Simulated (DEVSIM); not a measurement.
System: Pt/Al2O3/p-Si capacitor, at 400 K.

```
layer (left to right)  material  thickness (nm)  Na (cm⁻³)
---------------------  --------  --------------  ---------
1                         Al2O3            7.80          -
2                            Si            1600     1.3e17
```

Metal gate on the left, work function 5.6 eV. Fixed charge at the semiconductor interface 0 cm⁻² (in units of +e); no interface traps.

Constants are typed, rounded textbook-type inputs, not results; the design itself was drawn at random and stands for no fabricated device. Values at 300 K; Nc and Nv go as T^1.5, mobilities as T to minus their exponent, the gap by Varshni's rule with the affinity fixed.

```
parameter         Al2O3        Si
----------------  -----  --------
gap (eV)            6.8     1.124
affinity (eV)      1.35      4.05
permittivity          9      11.7
Nc (cm⁻³)             -   2.86e19
Nv (cm⁻³)             -    3.1e19
Varshni α (eV/K)      -  0.000473
Varshni β (K)         -       636
```

Model (solved in DEVSIM): 1D Poisson equation in equilibrium, Boltzmann statistics, complete ionisation; no quantum confinement or tunnelling. Metal contacts follow the ideal Schottky-Mott rule: no Fermi-level pinning, no interface dipoles.

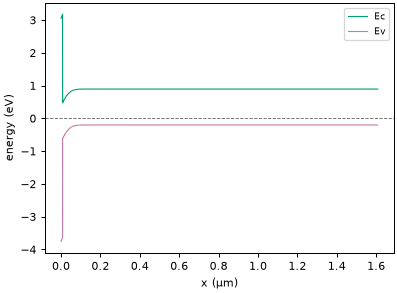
Fig. 1. Band edges at 1.2 V on the gate

Energies count from the Fermi level of the right contact; mesh points crowd at the junctions.

```json
[
 {"x (μm)": "0.000", "Ec (eV)": "3.050", "Ev (eV)": "-3.750", "n (cm⁻³)": "< 1e2", "p (cm⁻³)": "< 1e2", "field (V/cm)": "160000"},
 {"x (μm)": "0.001074", "Ec (eV)": "3.067", "Ev (eV)": "-3.733", "n (cm⁻³)": "< 1e2", "p (cm⁻³)": "< 1e2", "field (V/cm)": "160000"},
 {"x (μm)": "0.002945", "Ec (eV)": "3.098", "Ev (eV)": "-3.703", "n (cm⁻³)": "< 1e2", "p (cm⁻³)": "< 1e2", "field (V/cm)": "160000"},
 {"x (μm)": "0.005373", "Ec (eV)": "3.137", "Ev (eV)": "-3.663", "n (cm⁻³)": "< 1e2", "p (cm⁻³)": "< 1e2", "field (V/cm)": "160000"},
 {"x (μm)": "0.007356", "Ec (eV)": "3.169", "Ev (eV)": "-3.631", "n (cm⁻³)": "< 1e2", "p (cm⁻³)": "< 1e2", "field (V/cm)": "160000"},
 {"x (μm)": "0.008382", "Ec (eV)": "0.483", "Ev (eV)": "-0.613", "n (cm⁻³)": "3.6e13", "p (cm⁻³)": "8.9e11", "field (V/cm)": "120000"},
 {"x (μm)": "0.01019", "Ec (eV)": "0.505", "Ev (eV)": "-0.592", "n (cm⁻³)": "1.9e13", "p (cm⁻³)": "1.7e12", "field (V/cm)": "120000"},
 {"x (μm)": "0.01580", "Ec (eV)": "0.569", "Ev (eV)": "-0.528", "n (cm⁻³)": "3.0e12", "p (cm⁻³)": "1.1e13", "field (V/cm)": "110000"},
 {"x (μm)": "0.02593", "Ec (eV)": "0.668", "Ev (eV)": "-0.429", "n (cm⁻³)": "1.7e11", "p (cm⁻³)": "1.9e14", "field (V/cm)": "88000"},
 {"x (μm)": "0.04591", "Ec (eV)": "0.803", "Ev (eV)": "-0.293", "n (cm⁻³)": "3.4e9", "p (cm⁻³)": "9.6e15", "field (V/cm)": "48000"},
 {"x (μm)": "0.08658", "Ec (eV)": "0.887", "Ev (eV)": "-0.210", "n (cm⁻³)": "3.0e8", "p (cm⁻³)": "1.1e17", "field (V/cm)": "4500"},
 {"x (μm)": "0.2200", "Ec (eV)": "0.893", "Ev (eV)": "-0.204", "n (cm⁻³)": "2.5e8", "p (cm⁻³)": "1.3e17", "field (V/cm)": "≈ 0"},
 {"x (μm)": "0.4410", "Ec (eV)": "0.893", "Ev (eV)": "-0.204", "n (cm⁻³)": "2.5e8", "p (cm⁻³)": "1.3e17", "field (V/cm)": "≈ 0"},
 {"x (μm)": "0.8602", "Ec (eV)": "0.893", "Ev (eV)": "-0.204", "n (cm⁻³)": "2.5e8", "p (cm⁻³)": "1.3e17", "field (V/cm)": "≈ 0"},
 {"x (μm)": "1.328", "Ec (eV)": "0.893", "Ev (eV)": "-0.204", "n (cm⁻³)": "2.5e8", "p (cm⁻³)": "1.3e17", "field (V/cm)": "≈ 0"},
 {"x (μm)": "1.471", "Ec (eV)": "0.893", "Ev (eV)": "-0.204", "n (cm⁻³)": "2.5e8", "p (cm⁻³)": "1.3e17", "field (V/cm)": "≈ 0"},
 {"x (μm)": "1.541", "Ec (eV)": "0.893", "Ev (eV)": "-0.204", "n (cm⁻³)": "2.5e8", "p (cm⁻³)": "1.3e17", "field (V/cm)": "≈ 0"},
 {"x (μm)": "1.577", "Ec (eV)": "0.893", "Ev (eV)": "-0.204", "n (cm⁻³)": "2.5e8", "p (cm⁻³)": "1.3e17", "field (V/cm)": "≈ 0"},
 {"x (μm)": "1.597", "Ec (eV)": "0.893", "Ev (eV)": "-0.204", "n (cm⁻³)": "2.5e8", "p (cm⁻³)": "1.3e17", "field (V/cm)": "≈ 0"},
 {"x (μm)": "1.603", "Ec (eV)": "0.893", "Ev (eV)": "-0.204", "n (cm⁻³)": "2.5e8", "p (cm⁻³)": "1.3e17", "field (V/cm)": "≈ 0"},
 {"x (μm)": "1.606", "Ec (eV)": "0.893", "Ev (eV)": "-0.204", "n (cm⁻³)": "2.5e8", "p (cm⁻³)": "1.3e17", "field (V/cm)": "≈ 0"},
 {"x (μm)": "1.608", "Ec (eV)": "0.893", "Ev (eV)": "-0.204", "n (cm⁻³)": "2.5e8", "p (cm⁻³)": "1.3e17", "field (V/cm)": "≈ 0"}
]
```
